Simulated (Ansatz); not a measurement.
# Gap against volume in H16C6Br2N2O (Pca2_1) (108 atoms)

The cell holds 108 atoms: 64 H, 24 C, 8 Br, 8 N and 4 O. Cell: a = 12.431 Å, b = 8.294 Å, c = 9.949 Å, α = 90.0°, β = 90.0°, γ = 90.0°. It derives from H16C6Br2N2O (Pca2_1), repeated 1×1×1. The starting structure: H16C6Br2N2O, space group Pca2_1, structure from the Crystallography Open Database, 1 x 1 x 1 conventional cells; every coordinate displaced by a Gaussian of 0.02 Å; bonds to H set to neutron lengths (C-H 1.089, N-H 1.015, O-H 0.983, B-H 1.19 Å) where the listed ones are shorter.

Calculated with Ansatz 0.2.0: Kohn-Sham DFT, PBE+D4, PAW (set soft_2), plane waves; cutoff 420 eV, Γ point, fermi-dirac smearing of 0.05 eV. The relaxed cell was scaled evenly and the atoms were relaxed at each volume. The gap is that between the highest filled and the lowest empty Kohn-Sham level on the run's k-points.

```
volume (Å³/atom)  gap (eV)
          8.5472               5.273
          8.9270               5.101
          9.2120                   ?
          9.4969               4.861
          9.7818               4.754
          10.067               4.661
```

**Question.** Fit a straight line in ln V to the rows given and interpolate to the withheld row.

**Working.**

A volume deformation potential makes the spacing linear in u = ln(V/V0), with V0 = 9.4969 Å³ the relaxed volume; v is the spacing.

```
u = ln(V/V0)  v (eV)
   -0.105361  5.2727
  -0.0618760  5.1005
           0  4.8612
   0.0295586  4.7543
   0.0582697  4.6606
```

With n = 5: mean u = -0.0158817, mean v = 4.92986, Σ(u − ū)² = 0.017937, Σ(u − ū)(v − v̄) = -0.067559. Slope b = -0.067559 / 0.017937 = -3.7664; intercept a = v̄ − b ū = 4.8700.

At the withheld volume u = -0.03046, and v = a + b u.

Prediction at 9.2120: 4.985 eV. The run gave 4.981 eV, so the fit is high by 0.0036 eV (0.072 % of the value).

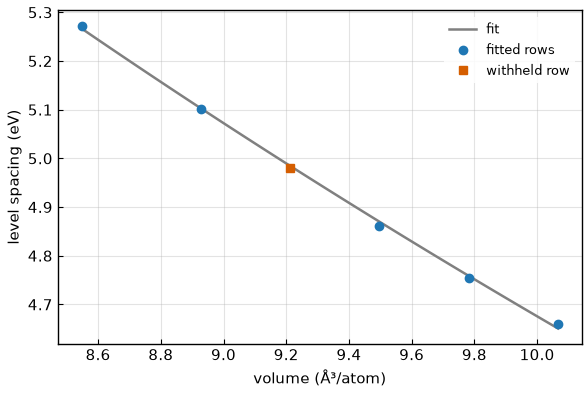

The fit, the rows that it rests on and the withheld row.

The slope, -3.77 eV, says that the spacing narrows on expansion. Among the rows given, the largest miss of the fit is at 10.067, by 0.010 eV (1.6 % of the range of the table).

Limits: The table spans 16 % in volume, wide for a linear law. Semilocal functionals tend to put gaps under measured ones. Only the Γ point is sampled. The mesh needn't hold the band edges.

[Logs are printed without paths, hosts, clocks, repeated set-up lines and the standing remarks that a program may print on its own settings, such as how far it seeks lower states.]

[Hosts, paths, dates, database ids (printed as entryN), source tags and the programs' standing remarks are cut or masked in the printed files.]
